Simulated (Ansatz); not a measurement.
## Geometry relaxation, with input and output: Si2NH7 (part 2 of 2)

Continued. System: Si2NH7. Method: RKS PBE0-D4/def2-TZVP (Ansatz 0.2.0). 

Geometry of the input (Å):
```
Si -0.7462  -1.0191  0.2573
N  0.5685  -0.7551  1.3820
H  -1.9689  -0.5186  0.9431
H  -0.9795  -2.4640  -0.0461
Si -0.3479  0.1382  -1.7452
H  1.4853  -1.0544  1.0776
H  0.4198  -1.0703  2.3307
H  -1.0408  -0.6197  -2.8282
H  1.1045  0.1577  -2.0562
H  -0.9004  1.5140  -1.7236
```

**Trajectory as extended XYZ, continued**
```
10
Properties=species:S:1:pos:R:3:forces:R:3 step=4 energy=-17352.49171
Si   -0.7721   -1.0652    0.2697    0.0389  -0.0177   0.0945
N     0.5375   -0.7601    1.3535    0.2918  -0.0311  -0.0871
H    -2.0138   -0.5634    0.9167   -0.0233  -0.0039   0.0064
H    -1.0159   -2.5084   -0.0425    0.0020  -0.0012  -0.0301
Si   -0.3560    0.0893   -1.7250    0.0381   0.0313  -0.0111
H     1.4910   -0.8588    1.0199   -0.3196   0.0332   0.0980
H     0.4706   -1.0546    2.3169   -0.0147   0.0247  -0.0688
H    -1.0708   -0.5468   -2.8645   -0.0067  -0.0014  -0.0054
H     1.1069    0.0638   -2.0169   -0.0203  -0.0118  -0.0122
H    -0.7829    1.5128   -1.6364    0.0139  -0.0221   0.0157
10
Properties=species:S:1:pos:R:3:forces:R:3 step=5 energy=-17352.49075 accepted=F
Si   -0.7699   -1.0820    0.2749   -0.0746   0.0063   0.0522
N     0.4995   -0.7173    1.3869   -0.5017  -0.0008   0.0258
H    -2.0676   -0.6284    0.8535    0.0441  -0.0286   0.0019
H    -0.9384   -2.5349   -0.0374   -0.0025  -0.0160  -0.0160
Si   -0.3419    0.0737   -1.7166    0.0211   0.0067  -0.0733
H     1.4253   -0.6745    1.0217    0.5477   0.0284  -0.1276
H     0.4980   -1.1146    2.3120   -0.0262  -0.0036   0.0439
H    -1.1739   -0.4594   -2.8345    0.0114   0.0179   0.0722
H     1.0912   -0.0803   -2.1076   -0.0339   0.0054   0.0289
H    -0.6278    1.5264   -1.5614    0.0145  -0.0157  -0.0081
10
Properties=species:S:1:pos:R:3:forces:R:3 step=6 energy=-17352.49595
Si   -0.7771   -1.0759    0.2728   -0.0118  -0.0046  -0.0100
N     0.5185   -0.7408    1.3592    0.1048   0.0062  -0.0269
H    -2.0412   -0.6016    0.9002    0.0014  -0.0092  -0.0035
H    -0.9884   -2.5217   -0.0524    0.0065  -0.0040  -0.0014
Si   -0.3463    0.0812   -1.7181   -0.0060   0.0217  -0.0060
H     1.4655   -0.7656    1.0111   -0.0767  -0.0037   0.0430
H     0.4810   -1.0696    2.3112   -0.0104   0.0102  -0.0008
H    -1.1172   -0.5110   -2.8460    0.0023   0.0171   0.0065
H     1.1061   -0.0075   -2.0504   -0.0272  -0.0079   0.0059
H    -0.7064    1.5211   -1.5962    0.0170  -0.0258  -0.0068
10
Properties=species:S:1:pos:R:3:forces:R:3 step=7 energy=-17352.49752
Si   -0.7740   -1.0842    0.2709   -0.0261  -0.0013   0.0006
N     0.5101   -0.7280    1.3653   -0.0210   0.0123  -0.0277
H    -2.0525   -0.6309    0.8859    0.0138  -0.0099   0.0007
H    -0.9589   -2.5339   -0.0539    0.0077   0.0032  -0.0050
Si   -0.3473    0.0789   -1.7173   -0.0024   0.0153  -0.0235
H     1.4551   -0.7314    1.0183    0.0385  -0.0060   0.0144
H     0.4774   -1.0625    2.3151   -0.0115   0.0046   0.0097
H    -1.1544   -0.4739   -2.8412    0.0141   0.0081   0.0265
H     1.0967   -0.0542   -2.0710   -0.0273  -0.0026  -0.0014
H    -0.6578    1.5287   -1.5805    0.0143  -0.0235   0.0058
10
Properties=species:S:1:pos:R:3:forces:R:3 step=8 energy=-17352.49891
Si   -0.7668   -1.0980    0.2636   -0.0097  -0.0174  -0.0143
N     0.4968   -0.7033    1.3698   -0.1331  -0.0108   0.0204
H    -2.0646   -0.6839    0.8685    0.0404  -0.0045  -0.0104
H    -0.9064   -2.5532   -0.0681    0.0079   0.0281   0.0107
Si   -0.3444    0.0758   -1.7190   -0.0217   0.0301  -0.0601
H     1.4455   -0.7069    1.0381    0.1195  -0.0044  -0.0056
H     0.4503   -1.0181    2.3262    0.0003   0.0078  -0.0102
H    -1.2186   -0.4206   -2.8247    0.0620   0.0456   0.0751
H     1.0812   -0.1218   -2.1268   -0.0855   0.0113   0.0212
H    -0.5786    1.5387   -1.5362    0.0199  -0.0859  -0.0268
10
Properties=species:S:1:pos:R:3:forces:R:3 step=9 energy=-17352.50034
Si   -0.7575   -1.1022    0.2608   -0.0219   0.0039   0.0110
N     0.4964   -0.7037    1.3768   -0.0651  -0.0041  -0.0267
H    -2.0563   -0.6896    0.8628    0.0226  -0.0142  -0.0032
H    -0.8903   -2.5569   -0.0729    0.0068   0.0228   0.0058
Si   -0.3498    0.0768   -1.7208    0.0169   0.0404  -0.0809
H     1.4512   -0.7183    1.0596    0.0609  -0.0038   0.0076
H     0.4342   -1.0045    2.3366   -0.0064   0.0014  -0.0016
H    -1.2334   -0.4051   -2.8231    0.0343   0.0162   0.0660
H     1.0683   -0.1292   -2.1458   -0.0579   0.0055   0.0195
H    -0.5682    1.5414   -1.5426    0.0098  -0.0681   0.0026
10
Properties=species:S:1:pos:R:3:forces:R:3 step=10 energy=-17352.50179
Si   -0.7464   -1.1037    0.2518   -0.0140  -0.0087   0.0150
N     0.4957   -0.7015    1.3775    0.0056   0.0079  -0.0041
H    -2.0453   -0.7038    0.8582   -0.0055  -0.0028  -0.0028
H    -0.8671   -2.5571   -0.0862    0.0010  -0.0031  -0.0012
Si   -0.3502    0.0792   -1.7269    0.0021   0.0022  -0.0093
H     1.4591   -0.7415    1.0867    0.0132  -0.0019   0.0055
H     0.4037   -0.9705    2.3441   -0.0031  -0.0023   0.0051
H    -1.2584   -0.3913   -2.8085    0.0005   0.0027   0.0001
H     1.0555   -0.1413   -2.1722   -0.0024   0.0018  -0.0054
H    -0.5519    1.5401   -1.5330    0.0027   0.0041  -0.0030
10
Properties=species:S:1:pos:R:3:forces:R:3 step=11 energy=-17352.50193
Si   -0.7430   -1.1066    0.2526    0.0127   0.0202  -0.0384
N     0.4948   -0.6983    1.3815   -0.0015   0.0010   0.0061
H    -2.0456   -0.7150    0.8562   -0.0022   0.0029   0.0010
H    -0.8545   -2.5606   -0.0861    0.0008  -0.0023  -0.0035
Si   -0.3505    0.0810   -1.7307   -0.0086  -0.0217   0.0302
H     1.4608   -0.7463    1.0997   -0.0023  -0.0006   0.0007
H     0.3930   -0.9613    2.3490    0.0023   0.0011   0.0015
H    -1.2709   -0.3789   -2.8062   -0.0042  -0.0012  -0.0006
H     1.0487   -0.1487   -2.1908    0.0028  -0.0020  -0.0001
H    -0.5382    1.5434   -1.5338    0.0001   0.0026   0.0032
10
Properties=species:S:1:pos:R:3:forces:R:3 step=12 energy=-17352.50209
Si   -0.7371   -1.1082    0.2489    0.0014   0.0032  -0.0120
N     0.4929   -0.6952    1.3845    0.0050  -0.0022   0.0129
H    -2.0434   -0.7224    0.8485   -0.0011  -0.0011   0.0012
H    -0.8402   -2.5622   -0.0934   -0.0001  -0.0009   0.0028
Si   -0.3510    0.0799   -1.7315    0.0008  -0.0036   0.0058
H     1.4615   -0.7470    1.1120   -0.0086   0.0001   0.0012
H     0.3819   -0.9498    2.3535    0.0027   0.0022  -0.0120
H    -1.2877   -0.3683   -2.7985    0.0023   0.0010   0.0033
H     1.0415   -0.1613   -2.2065   -0.0035   0.0010  -0.0010
H    -0.5238    1.5432   -1.5262    0.0012   0.0003  -0.0022
10
Properties=species:S:1:pos:R:3:forces:R:3 step=13 energy=-17352.50210
Si   -0.7362   -1.1086    0.2476    0.0004  -0.0041   0.0135
N     0.4913   -0.6941    1.3854    0.0026  -0.0003   0.0097
H    -2.0438   -0.7263    0.8468   -0.0005   0.0020  -0.0031
H    -0.8369   -2.5632   -0.0934    0.0013   0.0020  -0.0036
Si   -0.3498    0.0805   -1.7306   -0.0015   0.0019  -0.0167
H     1.4602   -0.7442    1.1141   -0.0021   0.0002   0.0003
H     0.3796   -0.9496    2.3540    0.0014   0.0006  -0.0076
H    -1.2922   -0.3661   -2.7934    0.0034   0.0034   0.0015
H     1.0398   -0.1644   -2.2124   -0.0048  -0.0010   0.0037
H    -0.5175    1.5448   -1.5268   -0.0002  -0.0046   0.0024
10
Properties=species:S:1:pos:R:3:forces:R:3 step=14 energy=-17352.50212
Si   -0.7360   -1.1084    0.2481   -0.0008  -0.0030   0.0036
N     0.4912   -0.6936    1.3862   -0.0014   0.0004   0.0039
H    -2.0442   -0.7263    0.8463    0.0007   0.0002  -0.0013
H    -0.8356   -2.5628   -0.0940    0.0003   0.0009   0.0001
Si   -0.3505    0.0800   -1.7312    0.0008   0.0028  -0.0061
H     1.4600   -0.7424    1.1146    0.0003   0.0000  -0.0008
H     0.3800   -0.9507    2.3543    0.0005   0.0001  -0.0036
H    -1.2929   -0.3645   -2.7948    0.0020   0.0012   0.0031
H     1.0390   -0.1665   -2.2124   -0.0031   0.0003   0.0014
H    -0.5166    1.5441   -1.5258    0.0006  -0.0030  -0.0003
10
Properties=species:S:1:pos:R:3:forces:R:3 step=15 energy=-17352.50213
Si   -0.7363   -1.1088    0.2483   -0.0004  -0.0001  -0.0009
N     0.4904   -0.6924    1.3864    0.0039  -0.0007   0.0034
H    -2.0452   -0.7271    0.8451   -0.0001  -0.0002   0.0001
H    -0.8348   -2.5633   -0.0933    0.0001   0.0003   0.0002
Si   -0.3502    0.0797   -1.7311    0.0002   0.0001  -0.0007
H     1.4591   -0.7393    1.1139   -0.0018   0.0007  -0.0014
H     0.3810   -0.9525    2.3540   -0.0017   0.0001  -0.0011
H    -1.2937   -0.3630   -2.7941   -0.0002  -0.0003   0.0001
H     1.0386   -0.1684   -2.2129   -0.0004   0.0000   0.0001
H    -0.5144    1.5438   -1.5249    0.0004   0.0001   0.0002
```

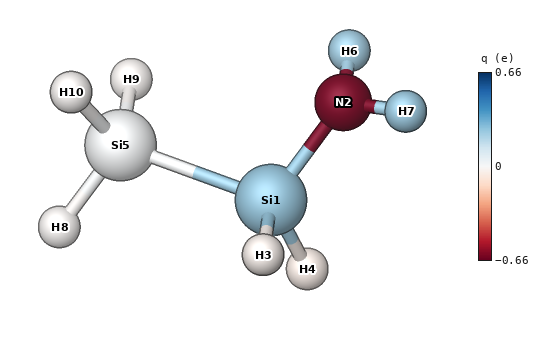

*Mulliken charges, as the colour of each atom (ball-and-stick view, seen at a tilt; atoms are numbered from 1 in the order of the input; Mulliken charges depend strongly on the basis).*

By element: Si +0.01 to +0.26, N −0.63 and H −0.05 to +0.24 e.

**Summary**

| quantity | value |
| --- | --- |
| outcome | converged |
| total energy | −17352.5022 eV |
| mean-field energy | −17352.3447 eV |
| dispersion energy | −0.1575 eV |
| SCF solution under orbital rotations | stable |
| largest force (length of the vector) at the end | 0.005 eV/Å |
| dipole moment | 1.48 D |
| wall time | 7.5 s (CPU time 46 s) |
| peak memory | 0.61 GiB |
